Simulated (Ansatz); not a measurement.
## ZrO2: pressure series

Take ZrO2 (space group P4_2/nmc, No. 137; a = 3.5844 Å, c = 5.1771 Å) as the base.

Cell and atoms are relaxed at each pressure.

Level of theory: PBEsol/PAW in Ansatz (a program for electronic structure), scalar-relativistic without spin-orbit coupling.

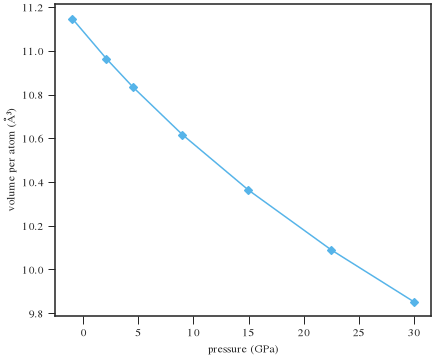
Volume against pressure

Estimate the zero-pressure bulk modulus from the plot.

About 190 GPa; a third-order Birch–Murnaghan fit to the points gives V₀ = 11.09 Å³/atom, B₀ = 186 GPa and B₀′ = 5.3.

Load acts through the strain it causes; cell and atoms are relaxed under it. Stability against distortions was not tested. Competing high-pressure phases were not computed. This is not the structure that ZrO2 has at room temperature and ambient pressure.
